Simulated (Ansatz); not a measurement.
# C5H9B: two geometries relaxed

Aim: relax the geometries before and after the shift of H12 from C5 to C4, and see whether they are two minima and how far apart in energy. SMILES of the start: CBC#CCC.

Program: Ansatz 0.2.0. Level of theory: RKS PBE0-D4/6-31G*. These are calculated values, not measurements.

## (1) Starting point

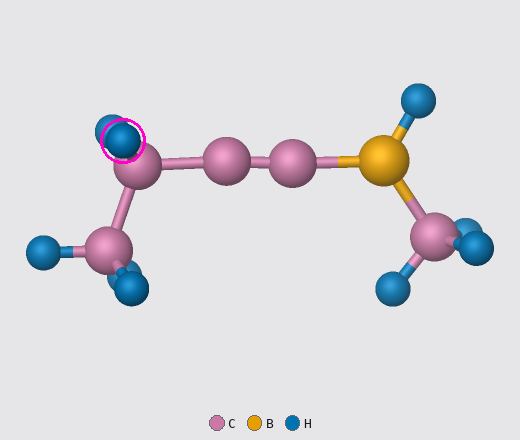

The starting structure, seen from a chosen angle (carbon pink, boron amber, hydrogen blue). Ringed: H12.

Coordinates:

```xyz
15

C     1.4580   -0.3180    2.6891
B     1.8969   -0.4877    1.1812
C     0.9041   -0.2699   -0.0068
C     0.2518   -0.0924   -0.9176
C    -0.7451    0.0949   -2.0514
C    -2.1220    0.5298   -1.5236
H     1.5577   -1.2184    3.2454
H     0.3799    0.0454    2.6875
H     2.0245    0.5366    3.1980
H     3.0189   -0.8079    0.9948
H    -0.8421   -0.8416   -2.5912
H    -0.3240    0.9031   -2.6809
H    -2.1021    1.4920   -0.9678
H    -2.8333    0.6763   -2.3650
H    -2.5449   -0.2931   -0.8624
```

## (2) Relaxing end A

File input.yaml:

```yaml
crystal:
  periodic: [false, false, false]
  atoms:
    - { symbol: C, position_ang: [1.458, -0.318, 2.6891] }
    - { symbol: B, position_ang: [1.8969, -0.4877, 1.1812] }
    - { symbol: C, position_ang: [0.9041, -0.2699, -0.0068] }
    - { symbol: C, position_ang: [0.2518, -0.0924, -0.9176] }
    - { symbol: C, position_ang: [-0.7451, 0.0949, -2.0514] }
    - { symbol: C, position_ang: [-2.122, 0.5298, -1.5236] }
    - { symbol: H, position_ang: [1.5577, -1.2184, 3.2454] }
    - { symbol: H, position_ang: [0.3799, 0.0454, 2.6875] }
    - { symbol: H, position_ang: [2.0245, 0.5366, 3.198] }
    - { symbol: H, position_ang: [3.0189, -0.8079, 0.9948] }
    - { symbol: H, position_ang: [-0.8421, -0.8416, -2.5912] }
    - { symbol: H, position_ang: [-0.324, 0.9031, -2.6809] }
    - { symbol: H, position_ang: [-2.1021, 1.492, -0.9678] }
    - { symbol: H, position_ang: [-2.8333, 0.6763, -2.365] }
    - { symbol: H, position_ang: [-2.5449, -0.2931, -0.8624] }
basis:
  gaussian: { orbitals: "6-31G*" }
hamiltonian:
  xc: pbe0
  dispersion: d4
relax:
  f_tol: 0.02
  max_steps: 50
```

The run is started by

```bash
ansatz run input.yaml --threads 2 --pin off --max-ram 3072MiB --backend cpu --events-out ev --progress --plain --runs-dir out
```

Standard output, shortened:

```text
Warning: RAYON_NUM_THREADS=2 ignored (pool sized by the plan → 2); use --threads N
[...]
Functional definition: PBE0
[...]
1289 factors; integrals over basis functions are off by at most 4.2e-4 eV
[...]
mean field -5998.29187637 eV, -220.4331606685 hartree, gradient 6.6e-5 eV, S^2 0.000000; 0 other end points of the search recorded, 0 dependent functions left out
[...]
reference -5998.29189749 eV, -220.4331614443 hartree; 22, 22 occupied and 86, 86 virtual orbitals, 1289 factors
relax step   1: F+E_penalty+E_count = -5998.50659300 eV  Δ(F+E_penalty+E_count) = +0.000e0 eV  max|allowed force component| = 1.000e1 eV/Å  Δτ_max = 0.0000 Å  (25 SCF iters, accepted)
[...]
relax step   3: F+E_penalty+E_count = -5999.31084010 eV  Δ(F+E_penalty+E_count) = -4.235e-2 eV  max|allowed force component| = 3.187e-1 eV/Å  Δτ_max = 0.0377 Å  (31 SCF iters, accepted)
[...]
relax step   5: F+E_penalty+E_count = -5999.31687378 eV  Δ(F+E_penalty+E_count) = -1.196e-3 eV  max|allowed force component| = 1.207e-1 eV/Å  Δτ_max = 0.0187 Å  (30 SCF iters, accepted)
[...]
relax step   7: F+E_penalty+E_count = -5999.31005595 eV  Δ(F+E_penalty+E_count) = +6.818e-3 eV  max|allowed force component| = 4.371e-1 eV/Å  Δτ_max = 0.0298 Å  (31 SCF iters, rejected (line search))
[...]
relax step   9: F+E_penalty+E_count = -5999.31922564 eV  Δ(F+E_penalty+E_count) = -2.194e-4 eV  max|allowed force component| = 2.035e-2 eV/Å  Δτ_max = 0.0112 Å  (24 SCF iters, accepted)
[...]
reference -5999.10543984 eV, -220.4630585745 hartree; 22, 22 occupied and 86, 86 virtual orbitals, 1289 factors
Total energy: -5999.31930640 eV, -220.4709180255 hartree
Atom 0 at     1.440102    -0.286261     2.694093 Å, force     0.002899     0.007005    -0.003114 eV/Å
Atom 1 at     1.868121    -0.478714     1.198765 Å, force    -0.001816     0.002291    -0.001843 eV/Å
Atom 2 at     0.930610    -0.267982     0.038246 Å, force    -0.003233    -0.004379    -0.001247 eV/Å
Atom 3 at     0.171369    -0.099451    -0.902480 Å, force     0.001600     0.005399     0.005354 eV/Å
Atom 4 at    -0.751210     0.109324    -2.007259 Å, force    -0.002170     0.001840    -0.005348 eV/Å
Atom 5 at    -2.154480     0.532113    -1.566375 Å, force    -0.000809    -0.002728     0.006768 eV/Å
Atom 6 at     1.672673    -1.193143     3.269504 Å, force     0.000285    -0.003203     0.003287 eV/Å
Atom 7 at     0.388800    -0.027959     2.846825 Å, force     0.002099    -0.001274    -0.000842 eV/Å
Atom 8 at     2.063125     0.500213     3.145698 Å, force    -0.001122    -0.003991    -0.000568 eV/Å
Atom 9 at     3.001468    -0.803492     0.957085 Å, force    -0.004618     0.001362     0.001175 eV/Å
Atom 10 at    -0.803102    -0.815744    -2.598272 Å, force     0.000304     0.000184    -0.000841 eV/Å
Atom 11 at    -0.323337     0.864033    -2.681850 Å, force     0.000966    -0.001333    -0.001250 eV/Å
Atom 12 at    -2.118878     1.471041    -1.006121 Å, force     0.001606    -0.001845    -0.000173 eV/Å
Atom 13 at    -2.803089     0.673980    -2.436956 Å, force     0.003948    -0.001360    -0.001026 eV/Å
Atom 14 at    -2.603871    -0.228856    -0.921601 Å, force     0.000059     0.002032    -0.000331 eV/Å
Dipole moment:    -0.286572     0.075714    -0.180722 e Å
```

Run time: 56 s. Hardware: 2 threads of Arm Neoverse N1, shared host; peak memory 0.24 GiB.

Step by step:

```
step  energy from step 1 (eV)  largest force component (eV/Å)
   1                   0.0000                         10.0033
   2                  -0.7619                          0.8942
   3                  -0.8042                          0.3187
   4                  -0.8091                          0.1336
   5                  -0.8103                          0.1207
  6x                  -0.8102                          0.1403
  7x                  -0.8035                          0.4371
   8                  -0.8124                          0.0210
   9                  -0.8126                          0.0204
  10                  -0.8127                          0.0070
```

Step 1 is the start. 2 steps were tried and not accepted (marked x).

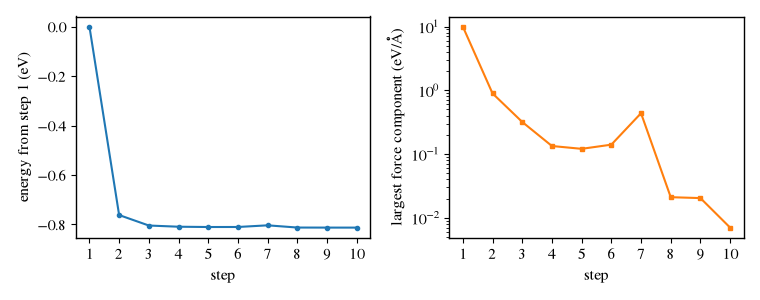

Energy and largest force along the relaxation.

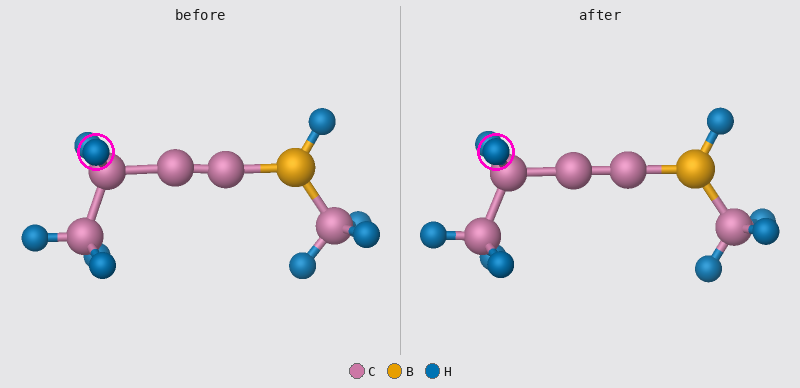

The structure before (left) and after (right), drawn at the same scale.

After: Bond lengths: C1–B2 1.567 Å, B2–C3 1.507 Å, C3–C4 1.221 Å, C4–C5 1.454 Å, C5–C6 1.530 Å, C1–H7 1.099 Å, C1–H8 1.093 Å, C1–H9 1.100 Å, B2–H10 1.203 Å, C5–H11 1.099 Å, C5–H12 1.099 Å, C6–H13 1.094 Å, C6–H14 1.095 Å, C6–H15 1.094 Å. Angles (14 of 23 angles, heavy atoms first): C1–B2–C3 123.2°, B2–C3–C4 179.9°, C3–C4–C5 179.0°, C4–C5–C6 113.7°, C1–B2–H10 118.8°, C3–B2–H10 118.0°, B2–C1–H7 109.9°, B2–C1–H8 115.1°, B2–C1–H9 108.9°, C4–C5–H11 108.5°, C4–C5–H12 108.5°, C6–C5–H11 110.1°, C6–C5–H12 110.1°, C5–C6–H13 110.8°.

## (3) End point B

The second end starts from a geometry with the move made by hand.

input.yaml: that of step 2 with these lines changed.

```diff
@@ -14,3 +14,3 @@
     - { symbol: H, position_ang: [-0.8421, -0.8416, -2.5912] }
-    - { symbol: H, position_ang: [-0.324, 0.9031, -2.6809] }
+    - { symbol: H, position_ang: [0.7876, 0.37913, -1.74142] }
     - { symbol: H, position_ang: [-2.1021, 1.492, -0.9678] }
```

The run is started by

```bash
ansatz run input.yaml --threads 2 --pin off --max-ram 3072MiB --backend cpu --events-out ev --progress --plain --runs-dir out
```

Standard output, shortened:

```text
Warning: RAYON_NUM_THREADS=2 ignored (pool sized by the plan → 2); use --threads N
[...]
Functional definition: PBE0
[...]
1290 factors; integrals over basis functions are off by at most 4.2e-4 eV
[...]
mean field -5993.98991612 eV, -220.2750665452 hartree, gradient 5.2e-5 eV, S^2 0.000000; 0 other end points of the search recorded, 0 dependent functions left out
[...]
reference -5993.98993713 eV, -220.2750673172 hartree; 22, 22 occupied and 86, 86 virtual orbitals, 1290 factors
relax step   1: F+E_penalty+E_count = -5994.21040412 eV  Δ(F+E_penalty+E_count) = +0.000e0 eV  max|allowed force component| = 1.331e1 eV/Å  Δτ_max = 0.0000 Å  (28 SCF iters, accepted)
[...]
relax step   4: F+E_penalty+E_count = -5997.04256573 eV  Δ(F+E_penalty+E_count) = -4.564e-1 eV  max|allowed force component| = 3.280e0 eV/Å  Δτ_max = 0.2000 Å  (31 SCF iters, accepted)
[...]
relax step   7: F+E_penalty+E_count = -5998.97482558 eV  Δ(F+E_penalty+E_count) = -7.253e-1 eV  max|allowed force component| = 9.846e-1 eV/Å  Δτ_max = 0.1949 Å  (31 SCF iters, accepted)
[...]
relax step  10: F+E_penalty+E_count = -5999.30640248 eV  Δ(F+E_penalty+E_count) = -3.448e-2 eV  max|allowed force component| = 2.842e-1 eV/Å  Δτ_max = 0.2000 Å  (29 SCF iters, accepted)
[...]
relax step  12: F+E_penalty+E_count = -5999.31691647 eV  Δ(F+E_penalty+E_count) = -8.384e-4 eV  max|allowed force component| = 1.805e-1 eV/Å  Δτ_max = 0.0277 Å  (30 SCF iters, accepted)
[...]
relax step  13: F+E_penalty+E_count = -5999.31745090 eV  Δ(F+E_penalty+E_count) = -5.344e-4 eV  max|allowed force component| = 1.390e-1 eV/Å  Δτ_max = 0.0252 Å  (31 SCF iters, accepted)
[...]
1290 factors; integrals over basis functions are off by at most 3.7e-4 eV
mean field -5999.10397041 eV, -220.4630045737 hartree, gradient 1.9e-5 eV, S^2 0.000000; 0 other end points of the search recorded, 0 dependent functions left out
[...]
reference -5999.10399111 eV, -220.4630053346 hartree; 22, 22 occupied and 86, 86 virtual orbitals, 1290 factors
```

## (4) The log goes on: end point B relaxed

Output, continued:

```text
relax step  14: F+E_penalty+E_count = -5999.31788046 eV  Δ(F+E_penalty+E_count) = -4.296e-4 eV  max|allowed force component| = 7.062e-3 eV/Å  Δτ_max = 0.0223 Å  (31 SCF iters, accepted)
these checks for a lower state are left out or cut short: starts, cluster_reference, orbital_swaps, neighbouring_geometries, increment
1290 factors; integrals over basis functions are off by at most 3.7e-4 eV
mean field -5999.10433993 eV, -220.4630181534 hartree, gradient 1.9e-5 eV, S^2 0.000000; 0 other end points of the search recorded, 0 dependent functions left out
the calculation of the forces begins
reference -5999.10436069 eV, -220.4630189162 hartree; 22, 22 occupied and 86, 86 virtual orbitals, 1290 factors
relax step  15: F+E_penalty+E_count = -5999.31819986 eV  Δ(F+E_penalty+E_count) = -3.194e-4 eV  max|allowed force component| = 3.615e-2 eV/Å  Δτ_max = 0.0485 Å  (31 SCF iters, accepted)
these checks for a lower state are left out or cut short: starts, cluster_reference, orbital_swaps, neighbouring_geometries, increment
1290 factors; integrals over basis functions are off by at most 3.8e-4 eV
mean field -5999.10457494 eV, -220.4630267899 hartree, gradient 2.3e-5 eV, S^2 0.000000; 0 other end points of the search recorded, 0 dependent functions left out
the calculation of the forces begins
reference -5999.10459578 eV, -220.4630275558 hartree; 22, 22 occupied and 86, 86 virtual orbitals, 1290 factors
relax step  16: F+E_penalty+E_count = -5999.31839235 eV  Δ(F+E_penalty+E_count) = -1.925e-4 eV  max|allowed force component| = 5.698e-2 eV/Å  Δτ_max = 0.0813 Å  (30 SCF iters, accepted)
these checks for a lower state are left out or cut short: starts, cluster_reference, orbital_swaps, neighbouring_geometries, increment
1290 factors; integrals over basis functions are off by at most 3.8e-4 eV
mean field evaluation 128: about -5999.1045 eV, gradient 1.8e-5 eV
mean field -5999.10453921 eV, -220.4630254769 hartree, gradient 1.9e-5 eV, S^2 0.000000; 0 other end points of the search recorded, 0 dependent functions left out
the calculation of the forces begins
reference -5999.10456005 eV, -220.4630262429 hartree; 22, 22 occupied and 86, 86 virtual orbitals, 1290 factors
relax step  17: F+E_penalty+E_count = -5999.31837799 eV  Δ(F+E_penalty+E_count) = +1.436e-5 eV  max|allowed force component| = 7.573e-2 eV/Å  Δτ_max = 0.0109 Å  (24 SCF iters, rejected (line search))
these checks for a lower state are left out or cut short: starts, cluster_reference, orbital_swaps, neighbouring_geometries, increment
1290 factors; integrals over basis functions are off by at most 3.7e-4 eV
mean field -5999.10485198 eV, -220.4630369709 hartree, gradient 1.5e-5 eV, S^2 0.000000; 0 other end points of the search recorded, 0 dependent functions left out
the calculation of the forces begins
reference -5999.10487281 eV, -220.4630377365 hartree; 22, 22 occupied and 86, 86 virtual orbitals, 1290 factors
relax step  18: F+E_penalty+E_count = -5999.31874067 eV  Δ(F+E_penalty+E_count) = -3.483e-4 eV  max|allowed force component| = 2.098e-2 eV/Å  Δτ_max = 0.0053 Å  (25 SCF iters, accepted)
these checks for a lower state are left out or cut short: starts, cluster_reference, orbital_swaps, neighbouring_geometries, increment
1290 factors; integrals over basis functions are off by at most 3.7e-4 eV
mean field -5999.10494524 eV, -220.4630403981 hartree, gradient 2.2e-5 eV, S^2 0.000000; 0 other end points of the search recorded, 0 dependent functions left out
the calculation of the forces begins
reference -5999.10496607 eV, -220.4630411637 hartree; 22, 22 occupied and 86, 86 virtual orbitals, 1290 factors
relax step  19: F+E_penalty+E_count = -5999.31882120 eV  Δ(F+E_penalty+E_count) = -8.053e-5 eV  max|allowed force component| = 1.322e-2 eV/Å  Δτ_max = 0.0156 Å  (24 SCF iters, accepted)
these checks for a lower state are left out or cut short: starts, cluster_reference, orbital_swaps, neighbouring_geometries, increment
1290 factors; integrals over basis functions are off by at most 3.8e-4 eV
mean field -5999.10513481 eV, -220.4630473648 hartree, gradient 1.9e-5 eV, S^2 0.000000; 0 other end points of the search recorded, 0 dependent functions left out
the calculation of the forces begins
reference -5999.10515566 eV, -220.4630481310 hartree; 22, 22 occupied and 86, 86 virtual orbitals, 1290 factors
relax step  20: F+E_penalty+E_count = -5999.31898105 eV  Δ(F+E_penalty+E_count) = -1.599e-4 eV  max|allowed force component| = 2.146e-2 eV/Å  Δτ_max = 0.0432 Å  (30 SCF iters, accepted)
these checks for a lower state are left out or cut short: starts, cluster_reference, orbital_swaps, neighbouring_geometries, increment
1290 factors; integrals over basis functions are off by at most 3.9e-4 eV
mean field -5999.10524612 eV, -220.4630514555 hartree, gradient 2.1e-5 eV, S^2 0.000000; 0 other end points of the search recorded, 0 dependent functions left out
the calculation of the forces begins
reference -5999.10526700 eV, -220.4630522225 hartree; 22, 22 occupied and 86, 86 virtual orbitals, 1290 factors
relax step  21: F+E_penalty+E_count = -5999.31905395 eV  Δ(F+E_penalty+E_count) = -7.290e-5 eV  max|allowed force component| = 3.097e-2 eV/Å  Δτ_max = 0.0755 Å  (31 SCF iters, accepted)
these checks for a lower state are left out or cut short: starts, cluster_reference, orbital_swaps, neighbouring_geometries, increment
1290 factors; integrals over basis functions are off by at most 3.8e-4 eV
mean field evaluation 160: about -5999.1053 eV, gradient 1.0e-5 eV
mean field -5999.10532944 eV, -220.4630545174 hartree, gradient 1.0e-5 eV, S^2 0.000000; 0 other end points of the search recorded, 0 dependent functions left out
the calculation of the forces begins
reference -5999.10535031 eV, -220.4630552841 hartree; 22, 22 occupied and 86, 86 virtual orbitals, 1290 factors
relax step  22: F+E_penalty+E_count = -5999.31914972 eV  Δ(F+E_penalty+E_count) = -9.577e-5 eV  max|allowed force component| = 1.836e-2 eV/Å  Δτ_max = 0.0110 Å  (24 SCF iters, accepted)
1290 factors; integrals over basis functions are off by at most 3.8e-4 eV
mean field -5999.10532944 eV, -220.4630545174 hartree, gradient 1.0e-5 eV, S^2 0.000000; 1 other end points of the search recorded, 0 dependent functions left out
the calculation of the forces begins
reference -5999.10535031 eV, -220.4630552841 hartree; 22, 22 occupied and 86, 86 virtual orbitals, 1290 factors
Total energy: -5999.31917058 eV, -220.4709130344 hartree
Atom 0 at     1.483929    -0.290979     2.780203 Å, force     0.007116    -0.006674     0.000304 eV/Å
Atom 1 at     1.903806    -0.564618     1.294696 Å, force    -0.008122     0.001122     0.018360 eV/Å
Atom 2 at     0.991096    -0.328303     0.119689 Å, force    -0.000847    -0.002854    -0.004288 eV/Å
Atom 3 at     0.255539    -0.139599    -0.835868 Å, force     0.003512     0.005243     0.004226 eV/Å
Atom 4 at    -0.638929     0.095874    -1.958081 Å, force    -0.007235     0.000291    -0.017926 eV/Å
Atom 5 at    -2.056135     0.496908    -1.540831 Å, force     0.003635    -0.000895     0.009969 eV/Å
Atom 6 at     1.571046    -1.223176     3.358355 Å, force     0.000236     0.014528    -0.008145 eV/Å
Atom 7 at     0.475234     0.109725     2.912243 Å, force     0.004415    -0.002068    -0.002794 eV/Å
Atom 8 at     2.203610     0.396939     3.247382 Å, force    -0.007500    -0.008974    -0.005557 eV/Å
Atom 9 at     3.007790    -0.989069     1.074068 Å, force     0.003819     0.000968    -0.000599 eV/Å
Atom 10 at    -0.669029    -0.808440    -2.582534 Å, force     0.001095     0.013373     0.010741 eV/Å
Atom 11 at    -0.197423     0.876526    -2.594310 Å, force    -0.007326    -0.012739     0.009758 eV/Å
Atom 12 at    -2.040572     1.417052    -0.948697 Å, force     0.000178    -0.012471    -0.008470 eV/Å
Atom 13 at    -2.681686     0.663877    -2.423770 Å, force     0.000583    -0.000150     0.002830 eV/Å
Atom 14 at    -2.518377    -0.287587    -0.933765 Å, force     0.006440     0.011299    -0.008409 eV/Å
Dipole moment:    -0.279726     0.085506    -0.186552 e Å
```

Wall time 2 min (2 threads of Arm Neoverse N1, shared host); peak memory 0.24 GiB.

Relaxation path:

```
step  energy from step 1 (eV)  largest force component (eV/Å)
   1                   0.0000                         13.3074
   2                  -1.8480                          1.8131
   3                  -2.3758                          1.6999
   4                  -2.8322                          3.2800
   5                  -3.3598                          3.8375
   6                  -4.0392                          3.7849
   7                  -4.7644                          0.9846
   8                  -4.9722                          0.5558
   9                  -5.0615                          0.4561
  10                  -5.0960                          0.2842
  11                  -5.1057                          0.1109
  12                  -5.1065                          0.1805
  13                  -5.1070                          0.1390
  14                  -5.1075                          0.0071
  15                  -5.1078                          0.0361
  16                  -5.1080                          0.0570
 17x                  -5.1080                          0.0757
  18                  -5.1083                          0.0210
  19                  -5.1084                          0.0132
  20                  -5.1086                          0.0215
  21                  -5.1086                          0.0310
  22                  -5.1087                          0.0184
```

Step 1 is the start. 1 step was tried and not accepted (marked x).

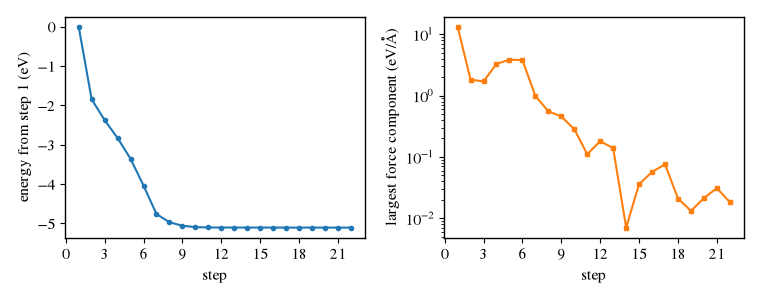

How energy and force went from step to step.

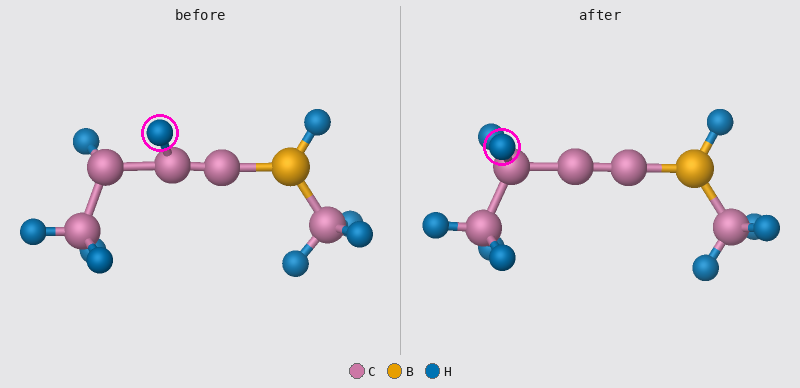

Before and after, at one scale.

After: Bond lengths: C1–B2 1.568 Å, B2–C3 1.506 Å, C3–C4 1.221 Å, C4–C5 1.454 Å, C5–C6 1.531 Å, C1–H7 1.100 Å, C1–H8 1.093 Å, C1–H9 1.100 Å, B2–H10 1.203 Å, C5–H11 1.099 Å, C5–H12 1.100 Å, C6–H13 1.094 Å, C6–H14 1.095 Å, C6–H15 1.094 Å. Angles (14 of 23 angles, heavy atoms first): C1–B2–C3 123.3°, B2–C3–C4 179.7°, C3–C4–C5 179.0°, C4–C5–C6 113.7°, C1–B2–H10 118.8°, C3–B2–H10 117.9°, B2–C1–H7 109.2°, B2–C1–H8 115.2°, B2–C1–H9 109.7°, C4–C5–H11 108.8°, C4–C5–H12 108.3°, C6–C5–H11 110.2°, C6–C5–H12 110.1°, C5–C6–H13 110.8°.

Pairs that crossed the distance rule for bonds on the way: came closer C5–H12; moved apart C4–H12.

## (5) What came out

| quantity | value |
| --- | --- |
| end A | 7 moves, 0.813 eV lower |
| end B | 20 moves, 5.109 eV lower |
| largest difference between the ends | 0.16 Å |
| end B relative to end A | +0.000 eV |

**Reading.** Both starts fell into the same minimum (no atom differs by more than 0.16 Å), so from this start no second minimum was found and no band was run; another arrangement could still be one.
